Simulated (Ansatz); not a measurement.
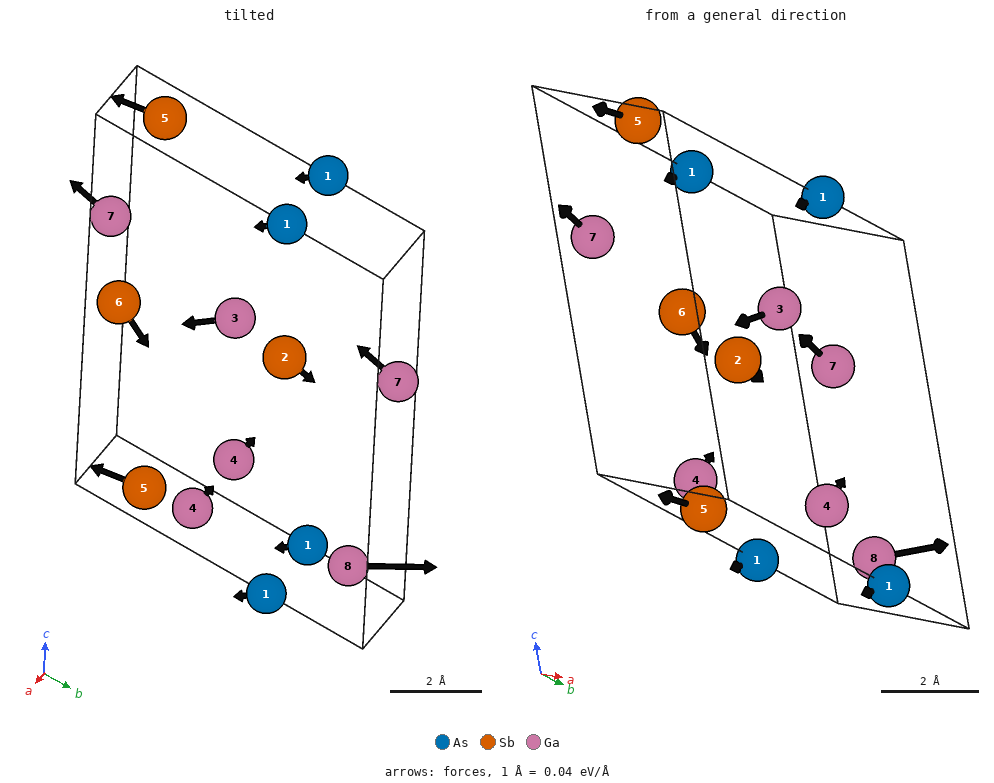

An orthographic spheres-only view of the structure, slightly off an axis and from a general direction. The frame is the cell (the run's own, in a reduced setting); atoms at its boundary are shown with their periodic copies. The arrows are the computed forces on the atoms.

System: Ga₄Sb₃As. Theory: DFT, HSE06, plane waves, PAW in Ansatz 0.2.0. Numerical settings: wavefunction cutoff 420 eV, k-points about 0.48 Å⁻¹ apart, Fermi-Dirac smearing of 0.02 eV, no spin polarisation.

Could this be the end point of a relaxation?

Answer. No. The atoms still feel forces of up to about 0.064 eV/Å, above a usual threshold of 0.01 to 0.03 eV/Å.

Where is the maximum force, and how large is it?

Answer. Ga8, about 0.064 eV/Å.

Provenance: a structure type filled with these elements by a generator (whether the compound takes this form wasn't checked). Earlier steps of the study may have refined or changed the cell and positions. It went into a calculation with Ansatz.
